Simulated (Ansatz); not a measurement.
Run report: Si2H8SO, geometry relaxation (part 1 of 2)

System: Si2H8SO.
Method: RKS PBE0-D4/6-31G* (Ansatz 0.2.0).

It belongs to a series of runs on one base structure; here: end point A relaxed. Figures and captions count atoms from 1; the log counts them from 0 in places.

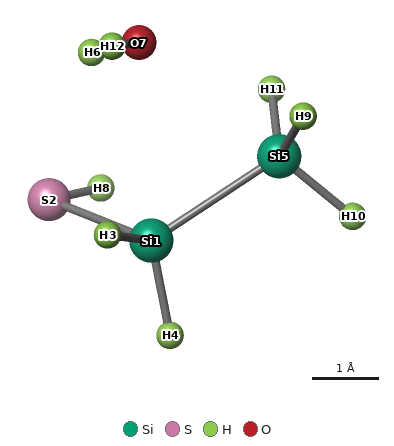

Figure 1. The input geometry (ball-and-stick view, seen at a tilt; atoms are numbered from 1 in the order of the input). Bond lengths as drawn: H–O 0.96 to 0.97 Å, H–S 1.35 Å, H–Si 1.49 to 1.50 Å, Si–Si 2.34 Å and S–Si 2.16 Å.

## Input file
```yaml
crystal:
  periodic: [false, false, false]
  atoms:
    - { symbol: Si, position_ang: [-0.515804, -0.722132, 0.951323] }
    - { symbol: S, position_ang: [1.469467, -0.554776, 1.798524] }
    - { symbol: H, position_ang: [-0.488487, -2.064334, 0.306003] }
    - { symbol: H, position_ang: [-1.497305, -0.802134, 2.074866] }
    - { symbol: Si, position_ang: [-1.056798, 1.014534, -0.521998] }
    - { symbol: H, position_ang: [1.893716, -0.367965, -0.819135] }
    - { symbol: O, position_ang: [1.241219, -0.305771, -1.533723] }
    - { symbol: H, position_ang: [1.422951, 0.764692, 2.060687] }
    - { symbol: H, position_ang: [-1.431117, 0.504413, -1.8662] }
    - { symbol: H, position_ang: [-2.253705, 1.725106, 0.031512] }
    - { symbol: H, position_ang: [0.04406, 2.010501, -0.59923] }
    - { symbol: H, position_ang: [1.171802, -1.202133, -1.882729] }
basis:
  gaussian: { orbitals: "6-31G*" }
hamiltonian:
  xc: pbe0
  dispersion: d4
relax:
  f_tol: 0.03
  max_steps: 50
output:
  orbitals: {}
```

Run on 2 threads of Arm Neoverse V1, 24 GiB of memory available, shared host.

Launch command:
```bash
ansatz run input.yaml --threads 2 --pin off --max-ram 3072MiB --backend cpu --events-out ev --progress --plain --runs-dir out
```

## Log
```
The last accepted step is kept in [file] (removed where the run ends without a failure and the disk answers)
Engine: ansatz 0.2.0, aarch64-unknown-linux-gnu
Functional definition: PBE0
  parameter a = 0.25
  parameter kappa = 0.804
  parameter beta = 0.06672455060314922
  exchange = (1 - a)*pbe_x(kappa = kappa, mu = beta*pi^2/3) + a*exact_x
  correlation = pbe_c(beta = beta)
929 factors; integrals over basis functions are off by at most 6.7e-4 eV
mean field evaluation 1: about -28750.6721 eV, gradient 4.3e1 eV
mean field evaluation 2: about -28747.5704 eV, gradient 6.0e1 eV
mean field evaluation 4: about -28753.9511 eV, gradient 1.2e0 eV
mean field evaluation 8: about -28753.9755 eV, gradient 1.3e-2 eV
mean field -28753.97545319 eV, -1056.6891077601 hartree, gradient 7.7e-5 eV, S^2 0.000000; 0 other end points of the search recorded, 0 dependent functions left out
the calculation of the forces begins
reference -28753.97548301 eV, -1056.6891088559 hartree; 30, 30 occupied and 58, 58 virtual orbitals, 929 factors
relax step   1: F+E_penalty+E_count = -28754.22359997 eV  Δ(F+E_penalty+E_count) = +0.000e0 eV  max|allowed force component| = 1.660e-1 eV/Å  Δτ_max = 0.0000 Å  (23 SCF iters, accepted)
these checks for a lower state are left out or cut short: starts, cluster_reference, orbital_swaps, neighbouring_geometries, increment
929 factors; integrals over basis functions are off by at most 6.7e-4 eV
mean field evaluation 16: about -28753.8981 eV, gradient 3.6e-1 eV
mean field -28753.91638538 eV, -1056.6869370583 hartree, gradient 8.2e-6 eV, S^2 0.000000; 0 other end points of the search recorded, 0 dependent functions left out
the calculation of the forces begins
reference -28753.91641504 eV, -1056.6869381483 hartree; 30, 30 occupied and 58, 58 virtual orbitals, 929 factors
relax step   2: F+E_penalty+E_count = -28754.16320018 eV  Δ(F+E_penalty+E_count) = +6.040e-2 eV  max|allowed force component| = 1.799e0 eV/Å  Δτ_max = 0.1926 Å  (28 SCF iters, rejected (line search))
these checks for a lower state are left out or cut short: starts, cluster_reference, orbital_swaps, neighbouring_geometries, increment
929 factors; integrals over basis functions are off by at most 6.7e-4 eV
mean field -28753.97196616 eV, -1056.6889796142 hartree, gradient 7.9e-6 eV, S^2 0.000000; 0 other end points of the search recorded, 0 dependent functions left out
the calculation of the forces begins
reference -28753.97199580 eV, -1056.6889807033 hartree; 30, 30 occupied and 58, 58 virtual orbitals, 929 factors
relax step   3: F+E_penalty+E_count = -28754.21901512 eV  Δ(F+E_penalty+E_count) = +4.585e-3 eV  max|allowed force component| = 6.381e-1 eV/Å  Δτ_max = 0.0937 Å  (28 SCF iters, rejected (line search))
these checks for a lower state are left out or cut short: starts, cluster_reference, orbital_swaps, neighbouring_geometries, increment
929 factors; integrals over basis functions are off by at most 6.7e-4 eV
mean field evaluation 32: about -28753.9785 eV, gradient 3.3e-5 eV
mean field -28753.97849996 eV, -1056.6892197268 hartree, gradient 9.6e-6 eV, S^2 0.000000; 0 other end points of the search recorded, 0 dependent functions left out
the calculation of the forces begins
reference -28753.97852971 eV, -1056.6892208203 hartree; 30, 30 occupied and 58, 58 virtual orbitals, 929 factors
relax step   4: F+E_penalty+E_count = -28754.22686469 eV  Δ(F+E_penalty+E_count) = -3.265e-3 eV  max|allowed force component| = 1.237e-1 eV/Å  Δτ_max = 0.0312 Å  (28 SCF iters, accepted)
these checks for a lower state are left out or cut short: starts, cluster_reference, orbital_swaps, neighbouring_geometries, increment
929 factors; integrals over basis functions are off by at most 6.7e-4 eV
mean field -28753.98050182 eV, -1056.6892932938 hartree, gradient 9.2e-6 eV, S^2 0.000000; 0 other end points of the search recorded, 0 dependent functions left out
the calculation of the forces begins
reference -28753.98053152 eV, -1056.6892943855 hartree; 30, 30 occupied and 58, 58 virtual orbitals, 929 factors
relax step   5: F+E_penalty+E_count = -28754.22816810 eV  Δ(F+E_penalty+E_count) = -1.303e-3 eV  max|allowed force component| = 2.045e-1 eV/Å  Δτ_max = 0.0509 Å  (27 SCF iters, accepted)
these checks for a lower state are left out or cut short: starts, cluster_reference, orbital_swaps, neighbouring_geometries, increment
929 factors; integrals over basis functions are off by at most 6.8e-4 eV
mean field -28753.98198233 eV, -1056.6893477018 hartree, gradient 9.6e-6 eV, S^2 0.000000; 0 other end points of the search recorded, 0 dependent functions left out
the calculation of the forces begins
reference -28753.98201202 eV, -1056.6893487927 hartree; 30, 30 occupied and 58, 58 virtual orbitals, 929 factors
relax step   6: F+E_penalty+E_count = -28754.22883720 eV  Δ(F+E_penalty+E_count) = -6.691e-4 eV  max|allowed force component| = 4.401e-2 eV/Å  Δτ_max = 0.0927 Å  (27 SCF iters, accepted)
these checks for a lower state are left out or cut short: starts, cluster_reference, orbital_swaps, neighbouring_geometries, increment
929 factors; integrals over basis functions are off by at most 6.8e-4 eV
mean field -28753.98261722 eV, -1056.6893710333 hartree, gradient 1.0e-5 eV, S^2 0.000000; 0 other end points of the search recorded, 0 dependent functions left out
the calculation of the forces begins
reference -28753.98264693 eV, -1056.6893721252 hartree; 30, 30 occupied and 58, 58 virtual orbitals, 929 factors
relax step   7: F+E_penalty+E_count = -28754.22988783 eV  Δ(F+E_penalty+E_count) = -1.051e-3 eV  max|allowed force component| = 3.013e-2 eV/Å  Δτ_max = 0.0325 Å  (28 SCF iters, accepted)
these checks for a lower state are left out or cut short: starts, cluster_reference, orbital_swaps, neighbouring_geometries, increment
929 factors; integrals over basis functions are off by at most 6.8e-4 eV
mean field -28753.98274617 eV, -1056.6893757722 hartree, gradient 8.7e-6 eV, S^2 0.000000; 0 other end points of the search recorded, 0 dependent functions left out
the calculation of the forces begins
reference -28753.98277586 eV, -1056.6893768634 hartree; 30, 30 occupied and 58, 58 virtual orbitals, 929 factors
relax step   8: F+E_penalty+E_count = -28754.23013545 eV  Δ(F+E_penalty+E_count) = -2.476e-4 eV  max|allowed force component| = 2.349e-2 eV/Å  Δτ_max = 0.0219 Å  (23 SCF iters, accepted)
929 factors; integrals over basis functions are off by at most 6.8e-4 eV
mean field evaluation 64: about -28753.9827 eV, gradient 8.7e-6 eV
```

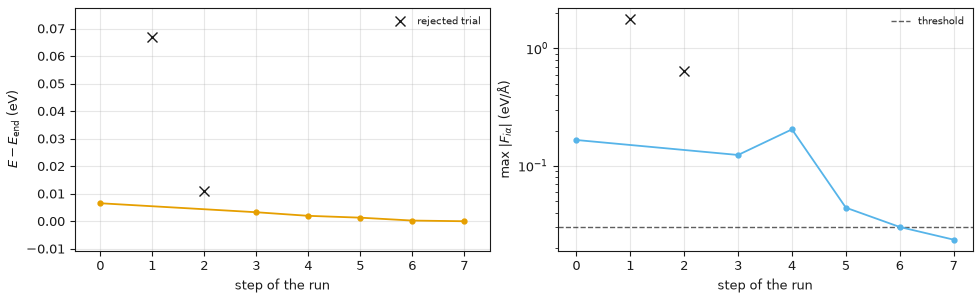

Figure 2. Progress of the relaxation, step by step (the first geometry is step 0 here and step 1 in the log).

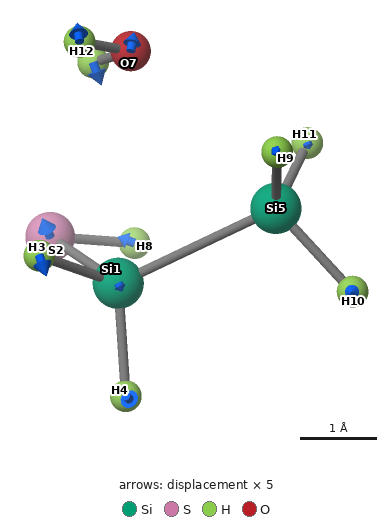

Figure 3. The starting structure with the displacements as blue arrows, magnified 5 times (ball-and-stick view, seen at a tilt). The two geometries are laid on each other by the best rigid fit. Over 7 geometry steps the energy falls by 0.007 eV. Largest force component: 0.17 eV/Å at the start, 0.023 eV/Å at the end. The line search rejected the trial steps at points 1, 2 (counted from 0) and went back. H6 moves most after the best rigid fit: 0.066 Å. By element the largest moves are H 0.066 Å, S 0.062 Å, O 0.057 Å, Si 0.025 Å. Distances before and after: Si1–S2 2.165 → 2.174 Å. (Atoms are counted from 1 in the order of the input.)

```
mean field -28753.98274617 eV, -1056.6893757722 hartree, gradient 8.7e-6 eV, S^2 0.000000; 1 other end points of the search recorded, 0 dependent functions left out
the calculation of the forces begins
reference -28753.98277586 eV, -1056.6893768634 hartree; 30, 30 occupied and 58, 58 virtual orbitals, 929 factors
Total energy: -28754.23016515 eV, -1056.6984682519 hartree
Atom 0 at    -0.536522    -0.716427     0.964380 Å, force    -0.020112    -0.009656     0.001974 eV/Å
Atom 1 at     1.488162    -0.583079     1.746122 Å, force     0.012060     0.006421    -0.006470 eV/Å
Atom 2 at    -0.545627    -2.064466     0.331335 Å, force    -0.001289     0.003403     0.005657 eV/Å
Atom 3 at    -1.485673    -0.759725     2.115959 Å, force    -0.000030     0.000171    -0.004929 eV/Å
Atom 4 at    -1.066993     1.007963    -0.531407 Å, force     0.004585     0.002183     0.002427 eV/Å
Atom 5 at     1.848730    -0.353005    -0.773224 Å, force     0.019888     0.015122     0.023492 eV/Å
Atom 6 at     1.284963    -0.280564    -1.559816 Å, force    -0.006220    -0.021018    -0.013367 eV/Å
Atom 7 at     1.453810     0.726820     2.058835 Å, force     0.002574    -0.004451     0.003523 eV/Å
Atom 8 at    -1.423469     0.489584    -1.876932 Å, force     0.001747    -0.002057     0.000741 eV/Å
Atom 9 at    -2.275760     1.705371     0.012528 Å, force    -0.002321    -0.000264    -0.002429 eV/Å
Atom 10 at     0.027572     2.011478    -0.590557 Å, force    -0.001316     0.003277    -0.000201 eV/Å
Atom 11 at     1.230806    -1.183950    -1.897322 Å, force    -0.009565     0.006870    -0.010418 eV/Å
Dipole moment:     0.021221    -0.134684    -0.054602 e Å
```

## Trajectory as extended XYZ (Å, eV, eV/Å), 8 frames, from step=1 to step=8
```
12
Properties=species:S:1:pos:R:3:forces:R:3 step=1 energy=-28754.22360
Si   -0.5158   -0.7221    0.9513   -0.1660  -0.0241   0.0166
S     1.4695   -0.5548    1.7985    0.1467  -0.0021  -0.0103
H    -0.4885   -2.0643    0.3060   -0.0003   0.0093  -0.0004
H    -1.4973   -0.8021    2.0749   -0.0019  -0.0033  -0.0077
Si   -1.0568    1.0145   -0.5220    0.0115   0.0177  -0.0146
H     1.8937   -0.3680   -0.8191   -0.0258  -0.0154   0.0330
O     1.2412   -0.3058   -1.5337    0.0371   0.0784  -0.0329
H     1.4230    0.7647    2.0607   -0.0053   0.0191   0.0195
H    -1.4311    0.5044   -1.8662   -0.0034  -0.0065  -0.0053
H    -2.2537    1.7251    0.0315    0.0006  -0.0078   0.0036
H     0.0441    2.0105   -0.5992   -0.0015   0.0035   0.0084
H     1.1718   -1.2021   -1.8827    0.0083  -0.0688  -0.0099
12
Properties=species:S:1:pos:R:3:forces:R:3 step=2 energy=-28754.16320 accepted=F
Si   -0.5112   -0.7202    0.9544   -0.1588  -0.0266   0.0925
S     1.4939   -0.5457    1.7723    0.0224  -0.0116  -0.0508
H    -0.4833   -2.0613    0.3077    0.0339   0.0028  -0.0074
H    -1.4898   -0.8027    2.0800    0.0270   0.0129  -0.0116
Si   -1.0459    1.0113   -0.5277   -0.0284   0.0638  -0.1047
H     1.7352   -0.3807   -0.7106   -0.6039   0.3050  -1.6894
O     1.3085   -0.2814   -1.6283    0.7073  -0.5189   1.7985
H     1.4304    0.7637    2.0851   -0.0005  -0.0168  -0.0239
H    -1.4245    0.4981   -1.8699   -0.0031  -0.0014   0.0219
H    -2.2441    1.7149    0.0320    0.0073  -0.0149   0.0172
H     0.0514    2.0111   -0.6025    0.0015  -0.0166   0.0132
H     1.1795   -1.2072   -1.8927   -0.0049   0.2223  -0.0556
```
